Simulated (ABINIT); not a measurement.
**ZnSe (Stilleite): G0W0 with and without spin-orbit coupling**

Is the spin-orbit change of the gap of ZnSe (Stilleite) the same in DFT and in GW?

Calculated with ABINIT 10.8.3; PBE and many-body steps on it, plane waves.

**What was measured.**

- Gap 2.695 ± 0.003 eV: excitonic gap from free-exciton PL, not corrected for exciton binding; photoluminescence; 300 K; bulk crystal (Bridgman-grown crystal, polished and etched) (“Alloy Disordering Effects on the Thermal Conductivity and Energy Gap Temperature Dependence of Cd1−xZnxSe Ternary Crystals Grown by the Bridgman Method”, 2023, pmc:10253836).

This is a report of a sequence of runs, with most program output left out.

### Step 1. The starting structure

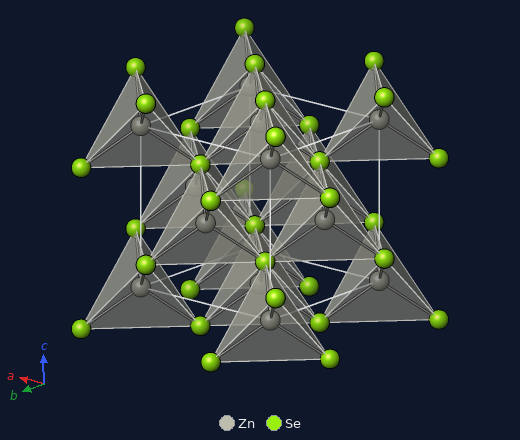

Start, viewed from a free direction; zinc light grey, selenium green. This picture shows the conventional cell, with its axes. Some periodic images of atoms are drawn too.

Coordinates:

```cif
data_structure
_symmetry_space_group_name_H-M 'F-43m'
_symmetry_Int_Tables_number 216
_cell_length_a 5.6676
_cell_length_b 5.6676
_cell_length_c 5.6676
_cell_angle_alpha 90.000
_cell_angle_beta 90.000
_cell_angle_gamma 90.000
_cell_volume 182.05
loop_
_atom_site_label
_atom_site_type_symbol
_atom_site_symmetry_multiplicity
_atom_site_Wyckoff_symbol
_atom_site_fract_x
_atom_site_fract_y
_atom_site_fract_z
_atom_site_occupancy
Zn1 Zn 4 a 0.00000 0.00000 0.00000 1
Se1 Se 4 d 0.25000 0.25000 0.75000 1
```

The cell and positions come from the Crystallography Open Database and are kept as given unless a step says otherwise.

### Step 2. Empty states on the mesh, 4×4×4 mesh, 57 bands

This step: ABINIT 10.8.3; DFT, PBE, plane waves, norm-conserving pseudopotentials.

The sums over transitions need many empty states on a uniform mesh; this step solves for them.

Input file run.abi:

```
acell 3*1.0 Angstrom
rprim 
  -0.000000000000 2.833800000000 2.833800000000
  2.833800000000 0.000000000000 2.833800000000
  2.833800000000 2.833800000000 -0.000000000000
ntypat 2
znucl 30 34
natom 2
typat 1 2
xred 
  0.000000000000 0.000000000000 0.000000000000
  0.250000000000 0.250000000000 0.250000000000
pp_dirpath "pseudos"
pseudos "Zn.upf, Se.upf"
ecut 48
ngkpt 4 4 4
nshiftk 1
shiftk 0 0 0
kptopt 1
chksymbreak 0
iscf -2
irdden 1
istwfk *1
nband 57
nbdbuf 4
tolwfr 1e-09
nstep 60
prtvol 0
indata_prefix "in"
outdata_prefix "out"
tmpdata_prefix "tmp"
```

Launch:

```
OMP_NUM_THREADS=1 mpirun -n 4 abinit run.abi > log
```

Wall time 31 s (4 MPI ranks of Intel Xeon Platinum 8259CL at 2.50GHz (Skylake/Cascade Lake), shared host); peak memory 0.34 GiB.

This step gave:

```
gap                                                           : 1.288 eV
k of the valence top                                          : 0, 0, 0
k of the conduction bottom                                    : 0, 0, 0
least direct gap                                              : 1.288 eV
k points computed                                             : 8
lowest point of the top converged band, above the valence top : 37.86 eV
```

On this mesh the gap is 1.288 eV.

The density comes from a self-consistent run that is not shown.

### Step 3. Screening, 4×4×4 mesh, 53 bands, screening to 98 eV

The RPA dielectric matrix is built and inverted for each q.

This step: RPA screening on PBE, plane waves, norm-conserving pseudopotentials.

run.abi: that of step 2 with these lines changed.

```diff
@@ -20,10 +20,11 @@
 chksymbreak 0
-iscf -2
-irdden 1
 istwfk *1
-nband 57
-nbdbuf 4
-tolwfr 1e-09
-nstep 60
-prtvol 0
+occopt 1
+irdwfk 1
+optdriver 3
+nband 53
+ecuteps 3.6
+inclvkb 0
+awtr 1
+symchi 1
 indata_prefix "in"
```

The job ended after 31 s (4 MPI ranks; peak memory 0.79 GiB).

Numbers from this step:

- ε∞ with local fields, on this mesh, along the program's q direction: 16.83
- the same without local fields: 18.05
- plasma frequency: 36.51 eV
- plane waves in the screening matrix: 113

Local fields lower ε∞ by 7 %. On a Γ-centred mesh this coarse the value itself is usually too large, while a short band sum pulls it down.

### Step 4. Scalar-relativistic

The self-energy is evaluated for the states that the input lists, and the levels follow from it, in one-shot runs by the linearised quasiparticle equation.

This step: G0W0 on PBE, plane waves, norm-conserving pseudopotentials.

run.abi: that of step 3 with these lines changed.

```diff
@@ -23,8 +23,15 @@
 irdwfk 1
-optdriver 3
+optdriver 4
 nband 53
+gwcalctyp 0
+ecutsigx 48
+symsigma 1
+nkptgw 1
+kptgw 
+  0.0000000000 0.0000000000 0.0000000000
+bdgw 
+  20 26
 ecuteps 3.6
-inclvkb 0
-awtr 1
-symchi 1
+irdscr 1
+ppmodel 1
 indata_prefix "in"
```

Wall time 8.8 s (4 MPI ranks); peak memory 0.93 GiB.

This step gave:

| Property | Result |
| --- | --- |
| G0W0 gap on the points computed | 1.995 eV |
| starting gap on the mesh | 1.288 eV |
| k of the valence top | 0, 0, 0 |
| k of the conduction bottom | 0, 0, 0 |
| Z at the valence top | 0.803 |
| Z at the conduction bottom | 0.821 |
| least direct G0W0 gap on the computed points | 1.995 eV |

The gap on the mesh goes from 1.29 eV to 2.00 eV, a correction of +0.71 eV.

### Step 5. Empty states on the mesh, 4×4×4 mesh, 116 bands

This step: DFT, PBE with spin-orbit coupling, plane waves, norm-conserving pseudopotentials.

run.abi: that of step 4 with these lines changed.

```diff
@@ -15,2 +15,3 @@
 ecut 48
+nspinor 2
 ngkpt 4 4 4
@@ -20,18 +21,10 @@
 chksymbreak 0
+iscf -2
+irdden 1
 istwfk *1
-occopt 1
-irdwfk 1
-optdriver 4
-nband 53
-gwcalctyp 0
-ecutsigx 48
-symsigma 1
-nkptgw 1
-kptgw 
-  0.0000000000 0.0000000000 0.0000000000
-bdgw 
-  20 26
-ecuteps 3.6
-irdscr 1
-ppmodel 1
+nband 116
+nbdbuf 10
+tolwfr 1e-09
+nstep 60
+prtvol 0
 indata_prefix "in"
```

Wall time 3 min (4 MPI ranks); peak memory 0.5 GiB.

This step gave:

| Property | Result |
| --- | --- |
| gap | 1.164 eV |
| k of the valence top | 0, 0, 0 |
| k of the conduction bottom | 0, 0, 0 |
| least direct gap | 1.164 eV |
| k points computed | 8 |
| lowest point of the top converged band, above the valence top | 37.73 eV |

On this mesh the gap is 1.164 eV.

The density comes from a self-consistent run that is not shown, made with spin-orbit coupling and fully relativistic files.

### Step 6. Screening, 4×4×4 mesh, 106 bands, screening to 98 eV

This step: RPA screening on PBE with spin-orbit coupling, plane waves, norm-conserving pseudopotentials.

run.abi: that of step 5 with these lines changed.

```diff
@@ -21,10 +21,11 @@
 chksymbreak 0
-iscf -2
-irdden 1
 istwfk *1
-nband 116
-nbdbuf 10
-tolwfr 1e-09
-nstep 60
-prtvol 0
+occopt 1
+irdwfk 1
+optdriver 3
+nband 106
+ecuteps 3.6
+inclvkb 0
+awtr 1
+symchi 1
 indata_prefix "in"
```

It took 5.6 min on 4 MPI ranks; peak memory 2.2 GiB.

This step gave:

| Quantity | Value |
| --- | --- |
| ε∞ with local fields, on this mesh, along the program's q direction | 17.57 |
| the same without local fields | 18.80 |
| plasma frequency | 36.51 eV |
| plane waves in the screening matrix | 113 |

### Step 7. With spin-orbit coupling

This step: G0W0 on PBE with spin-orbit coupling, plane waves, norm-conserving pseudopotentials.

run.abi: that of step 6 with these lines changed.

```diff
@@ -24,8 +24,15 @@
 irdwfk 1
-optdriver 3
+optdriver 4
 nband 106
+gwcalctyp 0
+ecutsigx 48
+symsigma 0
+nkptgw 1
+kptgw 
+  0.0000000000 0.0000000000 0.0000000000
+bdgw 
+  41 48
 ecuteps 3.6
-inclvkb 0
-awtr 1
-symchi 1
+irdscr 1
+ppmodel 1
 indata_prefix "in"
```

The job ended after 2.7 min (4 MPI ranks; peak memory 2.1 GiB; 11 min of CPU time).

Numbers from this step:

```
G0W0 gap on the points computed              : 1.871 eV
starting gap on the mesh                     : 1.164 eV
k of the valence top                         : 0, 0, 0
k of the conduction bottom                   : 0, 0, 0
Z at the valence top                         : 0.804
Z at the conduction bottom                   : 0.821
least direct G0W0 gap on the computed points : 1.871 eV
```

Against G0W0 in ABINIT (4×4×4 mesh, 53 bands, screening to 98 eV, Godby-Needs plasmon pole), the gap moves by −0.124 eV.

### Step 8. Side by side

Times are wall times on 4 MPI ranks of Intel Xeon Platinum 8259CL at 2.50GHz (Skylake/Cascade Lake), shared host, good to a factor of about two. A run's time includes the screening step that it read.

| run | mesh | bands | screening cutoff (eV) | DFT gap (eV) | gap on the mesh (eV) | direct (eV) | ε∞ used | time |
| --- | --- | --- | --- | --- | --- | --- | --- | --- |
| scalar-relativistic | 4×4×4 | 53 | 98 | 1.288 | 1.995 | 1.995 | 16.83 | 39 s |
| with spin-orbit coupling | 4×4×4 | 106 | 98 | 1.164 | 1.871 | 1.871 | 17.57 | 8.3 min |

### Step 9. Results

```json
{
 "scalar-relativistic": "1.995 eV",
 "with spin-orbit coupling": "1.871 eV",
 "known limits": "not at the basis limit; screening head approximate; no spin-orbit coupling in some runs; coarse k mesh"
}
```

In words: With spin-orbit coupling: −0.124 eV against scalar-relativistic, −0.124 eV of it in the start. Against experiment, by with spin-orbit coupling: the direct gap of 1.87 eV lies −0.82 eV from the measured 2.695 ± 0.003 eV (exciton, 300 K, 2023). An exciton line or allowed optical edge lies below the quasiparticle gap by the binding energy; a forbidden edge can push the onset above it. These are gaps on the mesh, at modest bands and cutoff. The calculation has static nuclei and no excitons; a measured gap holds zero-point and thermal motion, which mostly lowers it. Against the values above the computed gap that would widen the miss. A likelier cause is too strong a screening: the start's gap is only 1.16 eV, the mesh is coarse, and one shot does not repair that. Bands and cutoff are finite, so the gap is not at the basis limit. The miss can reach some tenths of an eV and take either sign; the mesh is an error of its own. In the first G0W0 run levels were corrected at 1 k point alone, so a gap called «on the mesh» is the least over those, and an edge elsewhere would be missed. The 4×4×4 mesh is coarse for this cell, which bears on the long-range parts of exchange and screening. The long-wavelength limit of the screening leaves out the non-local commutator, which shifts ε∞.

[Paths, hosts, dates, memory and timing lines, banners, echoed tables and standing remarks are left out of the program output.]

[Logs are printed without paths, hosts, clocks, repeated set-up lines and the standing remarks that a program may print on its own settings, such as how far it seeks lower states.]

[Runs of the session that timed out or met a known fault of the program may be left out.]

[No measured gap is set beside runs whose start may be inverted or whose files or cutoffs have a known fault.]

[Hosts, paths, dates, database ids (printed as entryN), source tags and the programs' standing remarks are cut or masked in the printed files.]

[G0W0 gaps are taken among the corrected bands and points alone; a level outside them can change the order at an edge.]

[Where Ansatz stands beside ABINIT at settings called matched, ABINIT's density can come from a denser mesh and the files from another edition; pairs whose starting gaps differed by over 0.03 eV were left out, so agreement reads better than it is.]
